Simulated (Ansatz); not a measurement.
# RbMnF3 (Pm-3m): the cell at rest, part 2 of 2

Wanted: the relaxed cell of RbMnF3 (Pm-3m).

Ansatz 0.2.0; DFT PBEsol, scalar-relativistic, plane waves, PAW; PAW set soft_1.

So far. Step 5 (The orders compared): The start carried on is the antiferromagnetic, q = (0.5, 0.5, 0.5) one. Step 6 (Probe on a coarse mesh): The coarse mesh shows a gap of 2.62 eV and a pressure of -1.1 GPa.

## Step 7: Bringing the structure to rest

Harmonic phonons are second derivatives at a point where the forces vanish, and they are wanted at zero stress, so atoms and cell are relaxed first.

The input, input.yaml:

```yaml
crystal:
  lattice:
    - [4.23247214, 4.23247214, 0.0]
    - [4.23247214, 0.0, 4.23247214]
    - [4.23247214, 0.0, -4.23247214]
  atoms:
    - { symbol: Rb, position: [0.0, 0.0, 0.0] }
    - { symbol: Rb, position: [0.0, 0.5, 0.5] }
    - { symbol: Mn, position: [0.5, 0.25, 0.75], spin: 4.53 }
    - { symbol: Mn, position: [0.5, 0.75, 0.25], spin: -4.53 }
    - { symbol: F, position: [0.0, 0.5, 0.0] }
    - { symbol: F, position: [0.0, 0.0, 0.5] }
    - { symbol: F, position: [0.5, 0.0, 0.0] }
    - { symbol: F, position: [0.5, 0.5, 0.5] }
    - { symbol: F, position: [0.5, 0.0, 0.5] }
    - { symbol: F, position: [0.5, 0.5, 0.0] }
kpoints:
  mp_grid: { grid: [6, 6, 6] }
hamiltonian:
  xc: pbesol
  pseudopotentials: { kind: paw, azcp: { folder: soft_1 }, xc_functional: pbe }
scf:
  occupations: { method: gaussian, width: 0.02 }
output:
  forces: true
  stress: true
  eigenvalues: true
  populations: true
magnetization:
  spin_polarized: true
relax:
  adjacent_minimum: "off"
  f_tol: 0.005
  max_steps: 80
  cell: { stress_tol: 0.05 }
```

Launch:

```console
> ansatz run input.yaml --threads 4 --pin off --max-ram 10240MiB --backend cpu --events-out ev --progress --plain --runs-dir out
```

Numbers of over 12 decimals in the logs are rounded to 6 here.

The log of the run:

```text
[...]
Crystal: 10 atoms, lattice volume = 151.639 Å³
Basis set: ecut = 420 eV, 2975 PW (Γ), exchange–correlation on 90×90×90 points (8 copies of the dense FFT grid, shifted against one another)
Bands: 60, of which v1, the nominal top of the filled ones, is band 45 counted from 1 (44 counted from 0)
Symmetry: 48 space group operations
[...]
k-points: 16 of 216
[...]
Starting moments: Σ|m| = 9.06 μB on 2 of 10 sites
[...]
SCF iter   1: F=—  HF=-18999.615995 eV  |F-HF|=—  |Δ(HF+E_count)|=         —  Δρ=1.41e-1 (↑1.41e-1 ↓1.41e-1)  dr2=1.04e2  dr2_m=1.91e-1  M=0.000 μB ∫|m|=7.960 μB  β_m=0.30  ethr=3.10e-3  ⟨swp⟩=6.2  Hψ=7315  notcnv=0  defer=24
[...]
SCF iter  12: F=-18982.591894 eV  HF=-18982.591894 eV  |F-HF|=4.69e-9  |Δ(HF+E_count)|=   2.84e-9  Δρ=7.08e-7 (↑7.02e-7 ↓7.08e-7)  dr2=3.94e-9  dr2_m=2.88e-11  M=0.000 μB ∫|m|=9.443 μB  ethr=1.11e-10  ⟨swp⟩=11.0  Hψ=10245  notcnv=0
SCF 1 converged in 12 iterations: F = -18982.591894 eV  dr2 = 3.94e-9
[...]
relax step   1: F+E_penalty+E_count = -18982.59189369 eV  Δ(F+E_penalty+E_count) = +0.000e0 eV  max|allowed force component| = 7.099e-8 eV/Å  Δτ_max = 0.0000 Å  P = -1.147 GPa  Ω = 151.639 Å³  (12 SCF iters, dr2 threshold 1.00e-7 eV, accepted)
Crystal: 10 atoms, lattice volume = 149.855 Å³
Basis set: ecut = 420 eV, 2891 PW (Γ), exchange–correlation on 90×90×90 points (8 copies of the dense FFT grid, shifted against one another)
[...]
Starting moments: Σ|m| = 9.06 μB on 2 of 10 sites; this step starts from the density that it was given
[...]
iter 1 solved again at ethr=4.74e-6 eV; its pass at ethr=3.10e-3 eV (dr2=4.27e-3 eV) is discarded
[...]
SCF iter   6: F=-18982.603959 eV  HF=-18982.603959 eV  |F-HF|=3.36e-8  |Δ(HF+E_count)|=   5.21e-7  Δρ=7.10e-6 (↑7.10e-6 ↓7.10e-6)  dr2=1.61e-7  dr2_m=4.11e-8  M=0.000 μB ∫|m|=9.430 μB  ethr=1.11e-9  ⟨swp⟩=3.0  Hψ=6546  notcnv=0
SCF 2 converged in 6 iterations: F = -18982.603959 eV  dr2 = 1.61e-7
relax step   2: F+E_penalty+E_count = -18982.60395936 eV  Δ(F+E_penalty+E_count) = -1.207e-2 eV  max|allowed force component| = 1.474e-8 eV/Å  Δτ_max = 0.0000 Å  P = -0.327 GPa  Ω = 149.855 Å³  energy of the carried Pulay correction = +3.811e-3 eV  (6 SCF iters, dr2 threshold 1.00e-6 eV, accepted)
Crystal: 10 atoms, lattice volume = 149.155 Å³
[...]
SCF iter   6: F=-18982.606161 eV  HF=-18982.606161 eV  |F-HF|=6.62e-9  |Δ(HF+E_count)|=   9.77e-8  Δρ=2.98e-6 (↑2.98e-6 ↓2.98e-6)  dr2=2.92e-8  dr2_m=7.16e-9  M=0.000 μB ∫|m|=9.425 μB  ethr=2.97e-10  ⟨swp⟩=2.5  Hψ=6406  notcnv=0
SCF 3 converged in 6 iterations: F = -18982.606161 eV  dr2 = 2.92e-8
relax step   3: F+E_penalty+E_count = -18982.60616070 eV  Δ(F+E_penalty+E_count) = -2.201e-3 eV  max|allowed force component| = 7.037e-8 eV/Å  Δτ_max = 0.0000 Å  P = +0.009 GPa  Ω = 149.155 Å³  energy of the carried Pulay correction = +5.317e-3 eV  (6 SCF iters, dr2 threshold 2.67e-7 eV, accepted)
[...]
relax step   4: F+E_penalty+E_count = -18982.60176323 eV  Δ(F+E_penalty+E_count) = +4.397e-3 eV  max|allowed force component| = 5.991e-8 eV/Å  Δτ_max = 0.0000 Å  P = -0.052 GPa  Ω = 149.155 Å³  stress off target by 5.23e-2 GPa  SCF on the basis re-selected at this cell (its energy is not comparable with the rows above)  (8 SCF iters)
[...]
relax step   5: F+E_penalty+E_count = -18982.60201225 eV  Δ(F+E_penalty+E_count) = -2.490e-4 eV  max|allowed force component| = 4.538e-8 eV/Å  Δτ_max = 0.0000 Å  P = -0.001 GPa  Ω = 149.047 Å³  energy of the carried Pulay correction = +2.311e-4 eV  (6 SCF iters, dr2 threshold 6.83e-9 eV, accepted)
[...]
SCF iter   1: F=—  HF=-18982.601484 eV  |F-HF|=—  |Δ(HF+E_count)|=         —  Δρ=5.96e-6 (↑5.95e-6 ↓5.96e-6)  dr2=2.85e-8  dr2_m=3.12e-10  M=0.000 μB ∫|m|=9.424 μB  β_m=0.65  ethr=2.58e-7  ⟨swp⟩=4.0  Hψ=12604  notcnv=0
eigensolver tolerance schedule: the retry pair's looser diagonalisation over-reported the residual by 8154.70 of it (diagonalisation noise at 2.12 of the residual, at the tolerance the schedule requests for it); recorded, not acted on — ethr = c·dr2/N_el stays at c = 1.0e-1
[...]
SCF iter   2: F=—  HF=-18982.601484 eV  |F-HF|=—  |Δ(HF+E_count)|=   7.50e-7  Δρ=2.21e-6 (↑2.21e-6 ↓2.21e-6)  dr2=1.07e-8  dr2_m=7.61e-11  M=0.000 μB ∫|m|=9.424 μB  β_m=0.55  ethr=3.17e-11  ⟨swp⟩=3.7  Hψ=4926  notcnv=0  defer=1
[...]
SCF iter   5: F=-18982.601484 eV  HF=-18982.601484 eV  |F-HF|=2.91e-11  |Δ(HF+E_count)|=  8.73e-11  Δρ=8.98e-8 (↑8.98e-8 ↓8.94e-8)  dr2=5.10e-11  dr2_m=4.40e-12  M=0.000 μB ∫|m|=9.424 μB  ethr=1.00e-12  ⟨swp⟩=3.3  Hψ=5644  notcnv=0
SCF 6 converged in 5 iterations: F = -18982.601484 eV  dr2 = 5.10e-11
relax step   6: F+E_penalty+E_count = -18982.60148443 eV  Δ(F+E_penalty+E_count) = +5.278e-4 eV  max|allowed force component| = 6.057e-8 eV/Å  Δτ_max = 0.0000 Å  P = -0.002 GPa  Ω = 149.047 Å³  stress off target by 2.18e-3 GPa  SCF on the basis re-selected at this cell (its energy is not comparable with the rows above)  (5 SCF iters)
[...]
SCF converged after 5 iterations
Magnetization: 0.0000 μB (45.0000 up, 45.0000 down)
Absolute magnetization: 9.4304 μB (∫|ρ↑−ρ↓|, with the PAW one-centre terms)
[...]
Per-site moments (μB) at R_I (Å): [(-4.614758056792346e-11, 1.227457), (-4.614688463466685e-11, 1.227457), (4.096438, 0.867943), (-4.096438, 0.867943), (1.0841352520283605e-10, 0.867943), (1.0841343822157147e-10, 0.867943), (1.084133855670101e-10, 0.867943), (1.0841351959867335e-10, 0.867943), (1.0841331317208301e-10, 0.867943), (1.0841355563214903e-10, 0.867943)]
Free energy (F): -18982.601484 eV
[...]
Internal energy: -18982.601484 eV  (E = F + TS)
E sigma→0 (E₀):  -18982.601484 eV
Fermi energy:    8.361052 eV
[...]
--- Stress (GPa, compression-positive) ---
       -0.002178       0.000000       0.000000
        0.000000      -0.002178       0.000000
        0.000000       0.000000      -0.002178
  P = ⅓ Tr σ = -0.0022 GPa (-0.022 kbar)
--- Band table (eV; the first three rows and the last of 32) ---
  k-point 0 ↑: bands = [... 41 lower, 5.7313, 5.7313, 6.8865, 6.8865, 9.6688, 9.9367, 9.9367, 9.9367, ... 11 higher]
  k-point 1 ↑: bands = [... 41 lower, 5.7604, 5.7604, 6.9276, 6.9276, 9.9295, 9.9362, 9.9362, 10.0287, ... 11 higher]
  k-point 2 ↑: bands = [... 41 lower, 5.8129, 5.8129, 7.0108, 7.0108, 9.9266, 9.9341, 9.9341, 10.9182, ... 11 higher]
  k-point 15 ↓: bands = [... 41 lower, 5.8636, 5.8984, 6.7827, 6.9662, 9.9602, 9.9705, 9.9844, 10.5653, ... 11 higher]
--- Relaxed structure (4 steps of the walk, 4 accepted, 2 SCFs on fresh bases) ---
  F+E_penalty+E_count = -18982.60148443 eV   max|allowed force component| = 6.057e-8 eV/Å   (the final SCF, on the basis selected at the relaxed cell)
  cell:  # Å, volume = 149.0467 Å³
    - [4.208210, 4.208210, 0]
    - [4.208210, 0, 4.208210]
    - [4.208210, 0, -4.208210]
  atoms:
    - { symbol: Rb, position: [0, 0, 0] }
    - { symbol: Rb, position: [0, 0.5, 0.5] }
    - { symbol: Mn, position: [0.5, 0.250000, 0.75] }
    - { symbol: Mn, position: [0.5, 0.75, 0.250000] }
    - { symbol: F, position: [-7.491379950397569e-10, 0.500000, 3.745689869383284e-10] }
    - { symbol: F, position: [7.491379950397579e-10, -3.745689869383284e-10, 0.500000] }
    - { symbol: F, position: [0.5, -3.745689975198791e-10, 3.745689975198791e-10] }
    - { symbol: F, position: [0.5, 0.500000, 0.500000] }
    - { symbol: F, position: [0.5, -3.7456904244947964e-10, 0.500000] }
    - { symbol: F, position: [0.5, 0.500000, 3.7456904244947964e-10] }
--- Löwdin populations: 10 sites ---
  site symbol       q [e]    m [muB]
     0     Rb      8.1671    -0.0000
     1     Rb      8.1671    -0.0000
     2     Mn     13.6421     4.6436
     3     Mn     13.6421    -4.6436
     4      F      7.6697    -0.0000
     5      F      7.6697    -0.0000
     6      F      7.6697    -0.0000
     7      F      7.6697    -0.0000
     8      F      7.6697    -0.0000
     9      F      7.6697    -0.0000
  spilling = 0.004035 (of n_electrons = 90.000000)
```

The job ended after 33 s (4 threads of Arm Neoverse V1, shared host; peak memory 0.71 GiB; 2.1 min of CPU time).

Relaxation path:

| step | energy less that of the first step (eV) | largest force component (eV/Å) | pressure (GPa) | volume (Å³) |
| --- | --- | --- | --- | --- |
| 1 | 0.0000 | 0.0000 | -1.15 | 151.64 |
| 2 | -0.0121 | 0.0000 | -0.33 | 149.85 |
| 3 | -0.0143 | 0.0000 | 0.01 | 149.16 |
| 4* | -0.0099 | 0.0000 | -0.05 | 149.16 |
| 5 | -0.0101 | 0.0000 | 0.00 | 149.05 |
| 6* | -0.0096 | 0.0000 | 0.00 | 149.05 |

Relaxation steps marked * repeat the geometry before them on a plane-wave basis chosen anew for their cell, so energy and pressure can jump there.

Forces are held to the 48 operations that the run works with; a distortion that breaks them can't arise in this run.

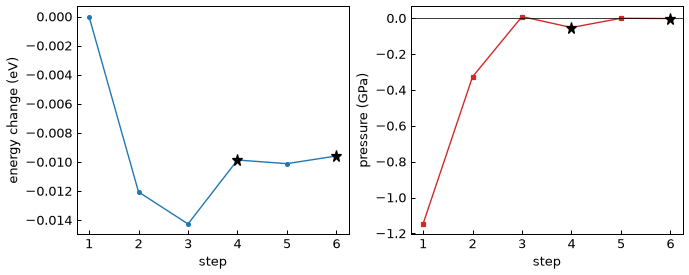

Energy and pressure along the relaxation. Stars mark steps on a basis chosen anew.

| cell as run | before | after | change |
| --- | --- | --- | --- |
| a (Å) | 5.986 | 5.951 | -0.6 % |
| b (Å) | 5.986 | 5.951 | -0.6 % |
| c (Å) | 5.986 | 5.951 | -0.6 % |
| volume (Å³/atom) | 15.16 | 14.90 | -1.7 % |

Numbers from this step:

```yaml
absolute_magnetization: 9.430 μB
pressure: -0.002178 GPa
gap_on_the_k_mesh: 2.616 eV
volume_per_atom: 14.90 Å³
gap_by_spin: 2.616, 2.616 eV
```

In this step the volume went from 15.16 to 14.90 Å³/atom.

## Step 8: Tight relaxation

Phonons need a cell at rest on their own settings, so the relaxation is repeated with tight tolerances on forces and stress, using the mesh and the filling of the phonon run that follows.

input.yaml, the sections that differ from step 7:

```yaml
crystal:
  lattice:
    - [4.2082101568, 4.2082101568, 0.0]
    - [4.2082101568, 0.0, 4.2082101568]
    - [4.2082101568, 0.0, -4.2082101568]
  atoms:
    - { symbol: Rb, position: [0.0, 0.0, 0.0] }
    - { symbol: Rb, position: [0.0, 0.5, 0.5] }
    - { symbol: Mn, position: [0.5, 0.25, 0.75], spin: 4.51 }
    - { symbol: Mn, position: [0.5, 0.75, 0.25], spin: -4.51 }
    - { symbol: F, position: [-7.0e-10, 0.5000000004, 4.0e-10] }
    - { symbol: F, position: [7.0e-10, -4.0e-10, 0.4999999996] }
    - { symbol: F, position: [0.5, -4.0e-10, 4.0e-10] }
    - { symbol: F, position: [0.5, 0.5000000004, 0.4999999996] }
    - { symbol: F, position: [0.5, -4.0e-10, 0.4999999996] }
    - { symbol: F, position: [0.5, 0.5000000004, 4.0e-10] }
kpoints:
  mp_grid: { grid: [8, 8, 8] }
relax:
  adjacent_minimum: "off"
  f_tol: 0.001
  max_steps: 60
  cell: { stress_tol: 0.01 }
# hamiltonian, scf, output, magnetization: as in step 7
```

The log of the run:

```text
[...]
Crystal: 10 atoms, lattice volume = 149.047 Å³
Basis set: ecut = 420 eV, 2891 PW (Γ), exchange–correlation on 80×80×80 points (8 copies of the dense FFT grid, shifted against one another)
Bands: 60, of which v1, the nominal top of the filled ones, is band 45 counted from 1 (44 counted from 0)
Symmetry: 48 space group operations
[...]
site symbol       q [e]    m [muB]
     0     Rb      8.1671     0.0000
     1     Rb      8.1671     0.0000
     2     Mn     13.6421     4.6436
     3     Mn     13.6421    -4.6436
     4      F      7.6697    -0.0000
     5      F      7.6697    -0.0000
     6      F      7.6697    -0.0000
     7      F      7.6697    -0.0000
     8      F      7.6697    -0.0000
     9      F      7.6697    -0.0000
  spilling = 0.004035 (of n_electrons = 90.000000)
[key lines of the parts left out:]
SCF converged after 6 iterations
Magnetization: 0.0000 μB (45.0000 up, 45.0000 down)
Free energy (F): -18982.601673 eV
Fermi energy:    8.361059 eV
P = ⅓ Tr σ = -0.0022 GPa (-0.022 kbar)
```

It took 24 s on 4 threads; peak memory 0.79 GiB; 95 s of CPU time.

Little changed from the start: no atom moved by 0.005 Å and no cell edge by 0.1 %.

This step gave:

```yaml
pressure: -0.002175 GPa
```

The forces vanish by symmetry and the pressure is -0.002 GPa, within the tolerances set. The cell now holds 14.90 Å³/atom.

## Step 9: Results

```
space group after relaxation (within 0.01 Å) : Pm-3m
lattice constant a                           : 4.208 Å
lattice constant b                           : 4.208 Å
lattice constant c                           : 4.208 Å
volume per atom                              : 14.9 Å³
gap on the k-mesh                            : 2.62 eV
```

In words: The forces vanish by symmetry and the pressure is -0.002 GPa, within the tolerances set. The cell now holds 14.90 Å³/atom. The relaxation keeps the symmetry of its start, so it says nothing on stability against lower symmetry. The magnetic order is imposed (antiferromagnetic, q = (0.5, 0.5, 0.5), in the reciprocal basis of the primitive cell) and the runs use its cell of 10 atoms, a multiple of the chemical cell, so that Γ here also holds zone-boundary modes of the chemical cell; it can lower the symmetry of the database entry. The magnetic state is the one that the run reached from its starting moments; a lower one was not ruled out. The PAW files were made for PBE and serve the other functionals too.

[Logs are printed without paths, hosts, clocks, repeated set-up lines and the standing remarks that a program may print on its own settings, such as how far it seeks lower states.]

[Hosts, paths, dates, database ids (printed as entryN), source tags and the programs' standing remarks are cut or masked in the printed files.]
